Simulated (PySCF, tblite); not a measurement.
# C₁₄H₈S: electronic excitations, NMR shifts

Aim: compute the electronic excitations, NMR shifts of C₁₄H₈S (`c1cc2ccc3csc4ccc(c1)c2c34`).

Computed with tblite 0.8.0 and PySCF 2.14.0 and routines of our own; the level stands in each step. Atoms count from 0.

## (1) The starting structure

23 atoms, charge 0, multiplicity 1; geometry from: force field, distance geometry or constructed start.

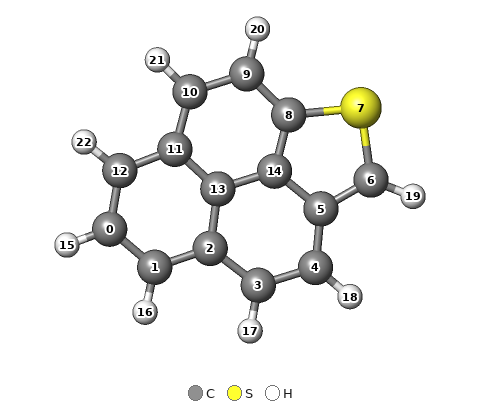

The starting geometry (carbon grey, sulfur yellow, hydrogen white).

## (2) Optimising the geometry with GFN2-xTB

What the job is given:

```
{"job": {"kind": "relax", "xc": "GFN2-xTB", "basis": "xTB"}, "charge": 0, "multiplicity": 1}
C      2.826900    -1.152200    -0.034300
C      1.679700    -1.963700    -0.162500
C      0.399500    -1.416800    -0.136800
C     -0.817800    -2.192800    -0.265600
C     -2.140400    -1.668400    -0.241700
C     -2.149200    -0.279000    -0.100300
C     -3.279800     0.493700    -0.055100
S     -2.891300     2.169700     0.139900
C     -1.191900     1.869500     0.160600
C     -0.110900     2.756000     0.291100
C      1.200700     2.228400     0.273100
C      1.442400     0.846800     0.136000
C      2.704900     0.242300     0.116600
C      0.339800    -0.004300     0.007700
C     -0.968900     0.520800     0.024300
H      3.807700    -1.606100    -0.043600
H      1.816000    -3.038400    -0.264600
H     -0.717100    -3.281800    -0.372200
H     -3.019700    -2.288000    -0.336600
H     -4.311600     0.186000    -0.114600
H     -0.274200     3.828500     0.399400
H      2.040000     2.918300     0.374500
H      3.612500     0.847700     0.210700
```

On the command line:

```console
$ OMP_NUM_THREADS=1 python large_run.py task.json out
```

This one command runs all jobs of the session in turn.

The program printed:

```text
step      E/eV     max force
  0   -1014.97687    4.160
  1   -1015.20926    1.735
  2   -1015.27322    0.755
  3   -1015.31106    0.514
  4   -1015.34672    0.397
  5   -1015.36117    0.226
  6   -1015.36801    0.171
  7   -1015.37150    0.143
  8   -1015.37467    0.137
  9   -1015.37707    0.122
 10   -1015.37872    0.083
 11   -1015.37963    0.065
 12   -1015.38016    0.049
 13   -1015.38055    0.061
 14   -1015.38091    0.067
 15   -1015.38120    0.042
 16   -1015.38137    0.027
 17   -1015.38145    0.017
```

Run time: 0.37 s. Hardware: 1 thread of Intel Xeon at 2.80GHz, shared host.

Step by step:

```tsv
step	energy from step 0 (eV)	largest force (eV/Å)
0	0.0000	4.1604
1	-0.2324	1.7348
2	-0.2964	0.7555
3	-0.3342	0.5140
4	-0.3699	0.3979
5	-0.3843	0.2260
6	-0.3911	0.1710
7	-0.3946	0.1428
8	-0.3978	0.1374
9	-0.4002	0.1221
10	-0.4019	0.0832
11	-0.4028	0.0651
12	-0.4033	0.0491
13	-0.4037	0.0609
14	-0.4040	0.0668
15	-0.4043	0.0414
16	-0.4045	0.0267
17	-0.4046	0.0167
```

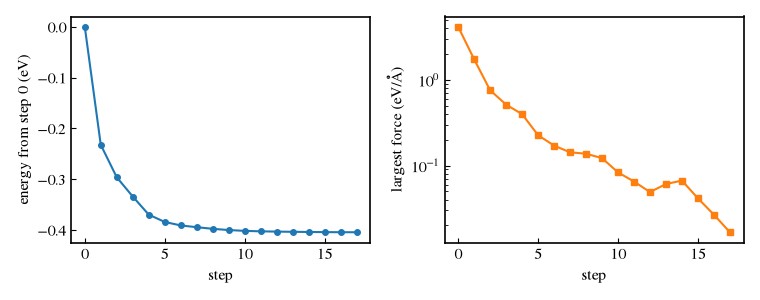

Energy and force, step by step.

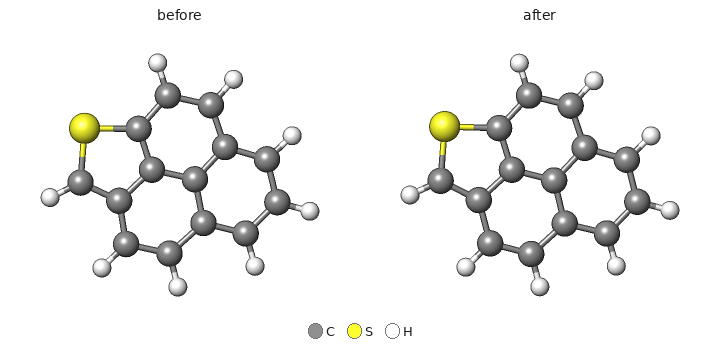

The geometry before (left) and after (right).

Close pairs (by a distance rule), those that changed most:

```tsv
bond	before (Å)	after (Å)	change (Å)
C3–C4	1.423	1.355	-0.068
C9–C10	1.414	1.369	-0.045
C4–C5	1.397	1.430	+0.033
C0–C12	1.408	1.380	-0.028
C0–C1	1.411	1.393	-0.018
C3–H17	1.099	1.081	-0.017
C8–C14	1.374	1.390	+0.016
C11–C13	1.399	1.414	+0.015
```

The next job starts from the end point, and lists it.

## (3) Harmonic vibrations with GFN2-xTB

What the job is given:

```
{"job": {"kind": "ir", "xc": "GFN2-xTB", "basis": "xTB"}, "charge": 0, "multiplicity": 1}
C      2.803650    -1.140892    -0.030582
C      1.695280    -1.974540    -0.156878
C      0.412534    -1.441601    -0.141917
C     -0.790602    -2.218977    -0.262245
C     -2.029915    -1.671325    -0.242697
C     -2.183291    -0.257407    -0.097355
C     -3.291971     0.546031    -0.046185
S     -2.903141     2.219995     0.144446
C     -1.196607     1.885159     0.161839
C     -0.095806     2.746176     0.288628
C      1.165908     2.214269     0.272638
C      1.403451     0.819372     0.131845
C      2.674832     0.225296     0.110843
C      0.287336    -0.039089     0.003664
C     -0.993109     0.517467     0.022363
H      3.791067    -1.581027    -0.044268
H      1.832465    -3.041129    -0.266684
H     -0.675947    -3.288665    -0.372539
H     -2.912007    -2.288138    -0.334978
H     -4.324352     0.261615    -0.108557
H     -0.246973     3.809181     0.397676
H      2.020278     2.868724     0.369736
H      3.554069     0.845696     0.207255
```

The program printed:

```text
mode    cm-1     km/mol
  1      95.6      0.05
  2     158.1      0.09
  3     188.7      1.64
  4     240.7      0.10
  5     273.0      0.32
  6     325.3      0.88
  7     378.6      0.02
  8     379.6      0.11
  9     448.1      0.20
 10     466.9      0.08
 11     473.0      0.35
 12     473.7      0.29
 13     501.4      0.11
 14     506.7      2.39
 15     528.6      0.36
 16     607.8      0.52
 17     621.6      0.06
 18     652.8      0.51
 19     666.1      2.26
 20     715.6     11.31
 21     723.4      0.04
 22     742.0      0.21
 23     774.2      0.26
 24     801.0      3.78
 25     821.6      1.15
 26     830.7     44.28
 27     844.1     39.52
 28     875.9      5.61
 29     884.0      0.05
 30     908.3      0.22
 31     916.9      0.40
 32     925.2      0.04
 33    1003.9      1.09
 34    1074.3      2.12
 35    1112.4      1.01
 36    1120.6      9.82
 37    1138.7      3.25
 38    1172.9      0.94
 39    1178.9     15.31
 40    1199.2      1.04
 41    1224.5      2.36
 42    1244.7      1.36
 43    1304.0      0.71
 44    1343.6      0.12
 45    1362.0      3.02
 46    1387.3      0.98
 47    1406.3     12.50
 48    1439.0      1.04
 49    1453.7      0.04
 50    1492.4     17.19
 51    1498.2     17.90
 52    1548.2      0.73
 53    1569.6      1.21
 54    1574.6      6.08
 55    1602.9      0.82
 56    3065.4     10.10
 57    3067.3      3.99
 58    3075.0     19.71
 59    3077.3     28.70
 60    3082.6    100.05
 61    3084.9     81.30
 62    3095.3     31.81
 63    3153.9      3.39
```

Run time: 2.2 s. Hardware: 1 thread of Intel Xeon at 2.80GHz, shared host.

Which atoms move in the most intense modes:

```tsv
cm⁻¹	km/mol	atoms
831	44.3	H18 18 %, H17 13 %
844	39.5	C6 57 %, S7 20 %, H19 17 %
1498	17.9	C5 28 %, C8 19 %, C6 12 %
3075	19.7	H16 39 %, H22 29 %, H21 17 %
3077	28.7	H21 62 %, H16 13 %
3083	100.0	H18 64 %, H17 16 %
3085	81.3	H22 41 %, H15 25 %, H16 11 %
3095	31.8	H20 80 %, H21 11 %
```

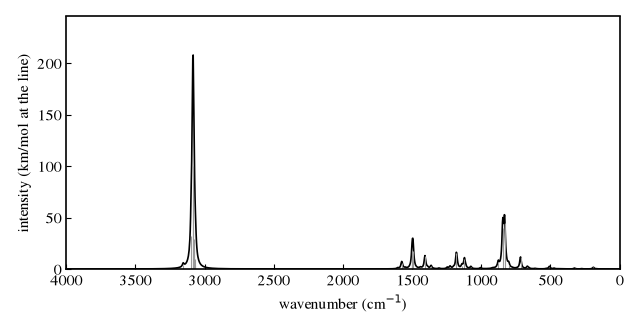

The infrared spectrum from these modes, unscaled. Lines are broadened to a width of 14 cm⁻¹ (Lorentzian).

## (4) Electronic excitations: TDDFT PBE0/def2-SVP

The job, as its differences from that of step 3:

```diff
@@ -1,2 +1,2 @@
-{"job": {"kind": "ir", "xc": "GFN2-xTB", "basis": "xTB"}, "charge": 0, "multiplicity": 1}
+{"job": {"kind": "uv", "basis": "def2-SVP", "grid": 1, "kgrid": 0, "vcut": 1.5, "nstates": 6, "ntriplets": 2, "tda": false, "delta": ["ip_vertical"], "pop": true, "xc": "PBE0"}, "charge": 0, "multiplicity": 1}
 C      2.803650    -1.140892    -0.030582
```

With the program's defaults for keys left out, this is: TDDFT PBE0/def2-SVP, vertical, gas phase, core orbitals frozen in the response, virtual orbitals cut by energy.

The program printed:

```text
start: PBE on a coarse grid of 20722 points
cycle   1  E = -934.8894738139  dE =  2.600e+00  |g| = 6.302e-01  |ddm| = 7.383e+00
cycle   2  E = -934.6098733841  dE =  2.796e-01  |g| = 1.110e+00  |ddm| = 2.643e+00
cycle   3  E = -934.9642090097  dE = -3.543e-01  |g| = 3.709e-01  |ddm| = 2.265e+00
cycle   4  E = -935.0091729196  dE = -4.496e-02  |g| = 1.274e-01  |ddm| = 6.759e-01
cycle   5  E = -935.0124168084  dE = -3.244e-03  |g| = 7.823e-02  |ddm| = 2.715e-01
cycle   6  E = -935.0140781182  dE = -1.661e-03  |g| = 2.494e-02  |ddm| = 1.274e-01
cycle   7  E = -935.0142661143  dE = -1.880e-04  |g| = 8.359e-03  |ddm| = 4.579e-02
final grid: 90779 points
cycle   8  E = -935.2537292749  dE = -6.658e-03  |g| = 4.478e-02  |ddm| = 1.383e+00
cycle   9  E = -935.2533632638  dE =  3.660e-04  |g| = 5.649e-02  |ddm| = 1.419e-01
cycle  10  E = -935.2543041743  dE = -9.409e-04  |g| = 1.193e-02  |ddm| = 9.520e-02
cycle  11  E = -935.2543403198  dE = -3.615e-05  |g| = 3.979e-03  |ddm| = 2.045e-02
cycle  12  E = -935.2543454469  dE = -5.127e-06  |g| = 1.322e-03  |ddm| = 6.832e-03
cycle  13  E = -935.2543447547  dE =  6.921e-07  |g| = 6.069e-04  |ddm| = 2.466e-03
cycle  14  E = -935.2543459737  dE = -1.219e-06  |g| = 1.965e-04  |ddm| = 1.046e-03
cycle  15  E = -935.2543450506  dE =  9.231e-07  |g| = 5.457e-05  |ddm| = 4.228e-04
converged SCF energy = -935.2543450506
Vertical ionisation energy (delta-SCF) = 7.1417 eV   <S^2> = 0.776

Static polarisability (au): isotropic 167.392, principal 65.054 182.208 254.914

Singlet excitations
state   eV       nm        f      main configurations
  1   3.5843    345.9   0.27153   H->L 0.93
  2   4.0346    307.3   0.01817   H-1->L 0.61, H->L+1 0.34
  3   4.3939    282.2   0.04116   H->L+2 0.45, H->L+1 0.39, H-1->L 0.11
  4   4.7716    259.8   0.00276   H-2->L 0.93
  5   4.9074    252.6   0.21520   H->L+2 0.41, H->L+1 0.19, H-1->L 0.19
  6   5.2171    237.6   0.04863   H->L+3 0.43, H-3->L 0.42

Triplet excitations (Tamm-Dancoff, eV): 2.1557 3.4522
```

Run time: 39 s. Hardware: 1 thread of Intel Xeon at 2.80GHz, shared host; peak memory 0.57 GiB.

The orbitals next to the gap, with their largest atomic shares:

```tsv
orbital	eV	atoms
HOMO−4	-8.68	S7 25 %, C0 20 %, C1 10 %
HOMO−3	-7.92	C2 14 %, C5 14 %, C11 12 %
HOMO−2	-7.51	C13 20 %, C14 18 %, C4 15 %
HOMO−1	-6.71	S7 23 %, C0 16 %, C11 10 %
HOMO	-5.67	C6 19 %, C12 13 %, C1 11 %
LUMO	-1.76	C6 18 %, C12 13 %, S7 10 %
LUMO+1	-0.38	C13 22 %, C9 16 %, C0 13 %
LUMO+2	-0.11	C14 18 %, C10 17 %, C3 16 %
LUMO+3	0.50	C5 16 %, C2 15 %, C12 15 %
```

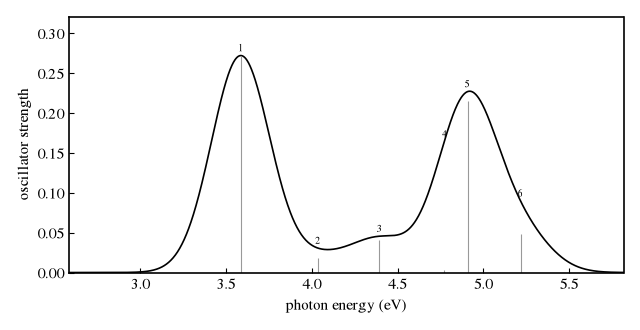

Absorption spectrum from the 6 singlet states computed; above the last one it falls off for lack of states. Lines are broadened to a width of 0.40 eV (Gaussian).

Further results of this job:

```tsv
property	computed
dipole moment (D)	0.31
polarisability (Å³)	24.80
HOMO–LUMO gap (eV)	3.91
−ε(HOMO) (eV)	5.67
```

## (5) NMR shifts: GIAO KT3/pcSseg-1

The job, as its differences from that of step 4:

```diff
@@ -1,2 +1,2 @@
-{"job": {"kind": "uv", "basis": "def2-SVP", "grid": 1, "kgrid": 0, "vcut": 1.5, "nstates": 6, "ntriplets": 2, "tda": false, "delta": ["ip_vertical"], "pop": true, "xc": "PBE0"}, "charge": 0, "multiplicity": 1}
+{"job": {"kind": "nmr", "xc": "KT3", "basis": "pcSseg-1", "pop": false}, "charge": 0, "multiplicity": 1}
 C      2.803650    -1.140892    -0.030582
```

Method: GIAO KT3/pcSseg-1 NMR shielding, non-relativistic, gas phase.

The program printed:

```text
start: PBE on a coarse grid of 20722 points
cycle   1  E = -935.3442060857  dE =  2.736e+00  |g| = 6.731e-01  |ddm| = 5.984e+00
cycle   2  E = -935.0466536880  dE =  2.976e-01  |g| = 1.172e+00  |ddm| = 2.677e+00
cycle   3  E = -935.4230692787  dE = -3.764e-01  |g| = 3.913e-01  |ddm| = 2.230e+00
cycle   4  E = -935.4725671880  dE = -4.950e-02  |g| = 1.251e-01  |ddm| = 6.226e-01
cycle   5  E = -935.4754098292  dE = -2.843e-03  |g| = 8.040e-02  |ddm| = 2.406e-01
cycle   6  E = -935.4771144618  dE = -1.705e-03  |g| = 2.545e-02  |ddm| = 1.149e-01
cycle   7  E = -935.4772996020  dE = -1.851e-04  |g| = 9.222e-03  |ddm| = 4.245e-02
final grid: 191394 points
cycle   8  E = -948.2573474427  dE = -3.690e-02  |g| = 1.355e-01  |ddm| = 1.367e+00
cycle   9  E = -948.2530482148  dE =  4.299e-03  |g| = 1.434e-01  |ddm| = 2.895e-01
cycle  10  E = -948.2549350230  dE = -1.887e-03  |g| = 1.034e-01  |ddm| = 3.357e-01
cycle  11  E = -948.2587084946  dE = -3.773e-03  |g| = 3.405e-02  |ddm| = 1.665e-01
cycle  12  E = -948.2590526376  dE = -3.441e-04  |g| = 5.856e-03  |ddm| = 4.466e-02
cycle  13  E = -948.2590641679  dE = -1.153e-05  |g| = 1.989e-03  |ddm| = 1.024e-02
cycle  14  E = -948.2590638237  dE =  3.443e-07  |g| = 7.975e-04  |ddm| = 3.291e-03
cycle  15  E = -948.2590642262  dE = -4.025e-07  |g| = 3.475e-04  |ddm| = 1.310e-03
cycle  16  E = -948.2590624559  dE =  1.770e-06  |g| = 7.989e-05  |ddm| = 5.200e-04
converged SCF energy = -948.2590624559

GIAO shielding tensors (ppm)
atom      isotropic    diamagn.    paramagn.     s11        s22        s33       span
  0 C       65.450     253.117    -187.666    -32.427     56.120    172.658    205.086
  1 C       68.302     246.933    -178.631    -15.665     57.088    163.484    179.149
  2 C       61.955     252.360    -190.405    -12.619     17.342    181.142    193.761
  3 C       62.914     248.776    -185.862    -24.042     63.810    148.975    173.016
  4 C       69.081     248.206    -179.125    -15.282     63.912    158.613    173.895
  5 C       57.910     251.069    -193.159    -12.639     34.765    151.604    164.243
  6 C       71.312     258.277    -186.966      7.501     71.534    134.900    127.399
  7 S      316.973    1058.293    -741.320    201.539    366.957    382.423    180.883
  8 C       54.399     265.046    -210.648      3.062     21.802    138.332    135.270
  9 C       69.566     248.665    -179.099    -17.984     59.659    167.023    185.007
 10 C       66.896     248.619    -181.723    -16.612     62.252    155.049    171.661
 11 C       62.755     252.027    -189.272     -7.258      7.227    188.295    195.554
 12 C       66.593     246.696    -180.103    -19.615     56.916    162.478    182.093
 13 C       68.125     242.298    -174.173      5.277      8.245    190.853    185.576
 14 C       59.435     248.395    -188.960     -7.175     23.931    161.548    168.724
 15 H       23.847      28.876      -5.029     18.626     25.975     26.939      8.313
 16 H       23.894      32.537      -8.643     18.317     25.436     27.930      9.613
 17 H       24.130      31.984      -7.854     18.845     25.503     28.043      9.197
 18 H       24.057      30.829      -6.771     18.484     25.870     27.817      9.333
 19 H       24.248      32.348      -8.100     18.751     25.978     28.015      9.263
 20 H       23.616      30.200      -6.584     17.205     25.564     28.079     10.874
 21 H       23.808      32.071      -8.263     17.769     25.771     27.886     10.117
 22 H       23.715      32.233      -8.518     17.985     25.275     27.884      9.899
```

Wall time 26 s (1 thread of Intel Xeon at 2.80GHz, shared host); peak memory 0.57 GiB.

The references, computed at this level on geometries of the same kind, shield at (ppm): $^{1}$H TMS 31.76, $^{13}$C TMS 184.7. Their shielding less the atom's gives the shift. The references are single molecules in the gas phase.

```tsv
atoms	environment	σ (ppm)	δ (ppm)
C8	ring-fusion aromatic carbon	54.4	130.3
C5	ring-fusion aromatic carbon	57.9	126.8
C14	ring-fusion aromatic carbon	59.4	125.3
C2	ring-fusion aromatic carbon	62.0	122.8
C11	ring-fusion aromatic carbon	62.8	122.0
C3	aromatic CH	62.9	121.8
C0	aromatic CH	65.5	119.3
C12	aromatic CH	66.6	118.1
C10	aromatic CH	66.9	117.8
C13	ring-fusion aromatic carbon	68.1	116.6
C1	aromatic CH	68.3	116.4
C4	aromatic CH	69.1	115.6
C9	aromatic CH	69.6	115.2
C6	aromatic CH next to the ring sulfur	71.3	113.4
H20	hydrogen on an aromatic CH	23.62	8.14
H22	hydrogen on an aromatic CH	23.71	8.05
H21	hydrogen on an aromatic CH	23.81	7.95
H15	hydrogen on an aromatic CH	23.85	7.91
H16	hydrogen on an aromatic CH	23.89	7.87
H18	hydrogen on an aromatic CH	24.06	7.70
H17	hydrogen on an aromatic CH	24.13	7.63
H19	hydrogen on an aromatic CH next to the ring sulfur	24.25	7.51
S7	aromatic ring sulfur	317	–
```

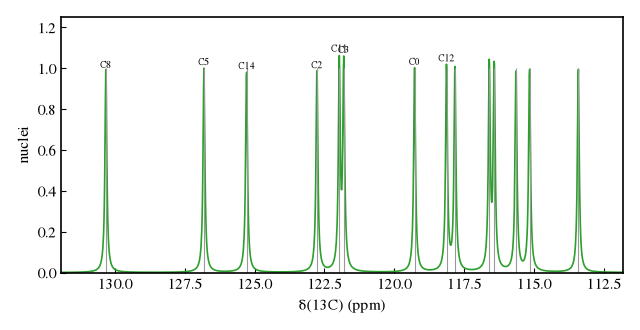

$^{13}$C lines at the computed shifts, without couplings. Lines are broadened to a width of 0.08 ppm (Lorentzian).

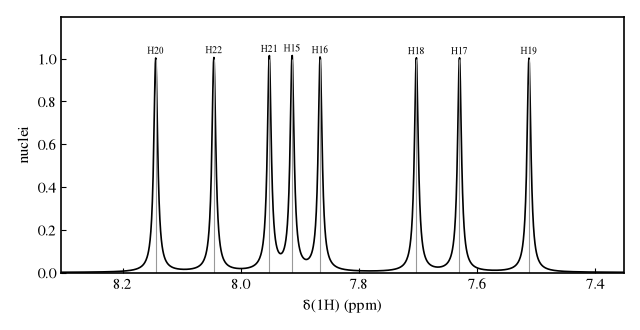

$^{1}$H lines at the computed shifts, without couplings. Lines are broadened to a width of 0.01 ppm (Lorentzian).

Ring of atoms C0, C1, C2, C11, C12, C13: NICS(0) -10.3, NICS(1) -12.6, NICS(1)zz -31.3 ppm (means of both faces).

Ring of atoms C2, C3, C4, C5, C13, C14: NICS(0) -0.8, NICS(1) -4.9, NICS(1)zz -7.7 ppm (means of both faces).

Ring of atoms C5, C6, S7, C8, C14: NICS(0) -14.0, NICS(1) -13.0, NICS(1)zz -31.0 ppm (means of both faces).

## (6) Summary of results

| quantity | value |
| --- | --- |
| strongest single infrared mode (GFN2-xTB) | 3083 cm⁻¹, 100 km/mol |
| zero-point energy (GFN2-xTB) | 105.7 kcal/mol |
| lowest singlet (PBE0/def2-SVP) | 3.58 eV (346 nm), f = 0.272 |
| lowest triplet | 2.16 eV |
| vertical ionisation energy (ΔSCF) | 7.14 eV |
| $^{13}$C shifts against TMS (KT3/pcSseg-1) | 130.3, 126.8, 125.3, 122.8, 122.0, 121.8, 119.3, 118.1, 117.8, 116.6, 116.4, 115.6, 115.2, 113.4 ppm |
| $^{1}$H shifts against TMS (KT3/pcSseg-1) | 8.14, 8.05, 7.95, 7.91, 7.87, 7.70, 7.63, 7.51 ppm |
| shieldings of S (KT3/pcSseg-1) | S7 317.0 ppm |

No mode is imaginary among the 63: a minimum at this level. GFN2-xTB is a fitted tight-binding method: band positions and strengths are rough. Its intensities can rank the bands wrongly. The lowest singlet, at 3.58 eV, is HOMO→LUMO 0.93 and is bright. The lowest triplet lies 1.43 eV below the lowest singlet (triplets in Tamm-Dancoff, singlets in full TDDFT). The orbital energy would give 5.67 eV for ionisation, ΔSCF gives 7.14 eV. NICS(1)zz of -31 ppm above the planar ring from C0 marks a diatropic (aromatic) ring current. NICS(1)zz of -31 ppm above the planar ring from C5 marks a diatropic (aromatic) ring current.
